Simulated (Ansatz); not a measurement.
Ti, as given below.

```yaml
crystal:
  lattice:
    - [2.90010, 0.00000, 0.00000]
    - [-1.45005, 2.51156, 0.00000]
    - [0.00000, 0.00000, 4.58869]
  atoms:
    - { symbol: Ti, position: [0.33333, 0.66667, 0.75000] }
    - { symbol: Ti, position: [0.66667, 0.33333, 0.25000] }
```

Basis of the simulation: the geometry relaxed with DFT PBEsol, scalar-relativistic, plane waves, PAW (Ansatz 0.2.0).

Q: Predict the first 4 clear peaks of the X-ray G(r) with σ = 0.08 Å, and name the atom pairs.

A: 1. 2.87 Å: Ti–Ti at 2.84–2.90 Å
2. 4.06 Å: Ti–Ti at 4.06 Å
3. 4.59 Å: Ti–Ti at 4.59 Å
4. 5.00 Å: Ti–Ti at 4.99–5.02 Å

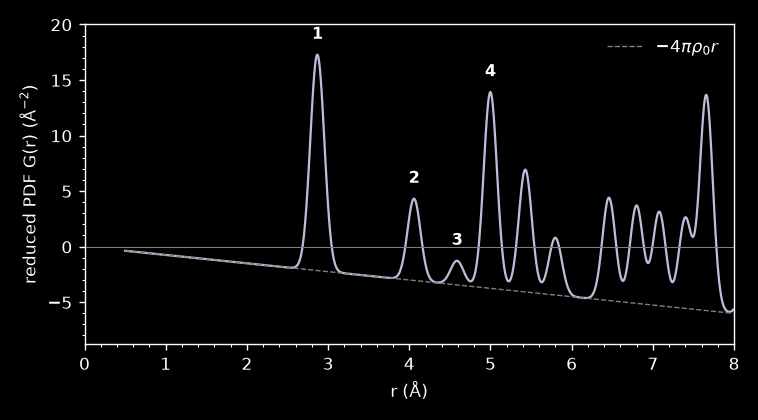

Computed X-ray G(r), with each pair weighted by the product of the atomic numbers (X-ray weights at Q = 0) and a uniform peak width σ = 0.08 Å. No termination ripples are included.
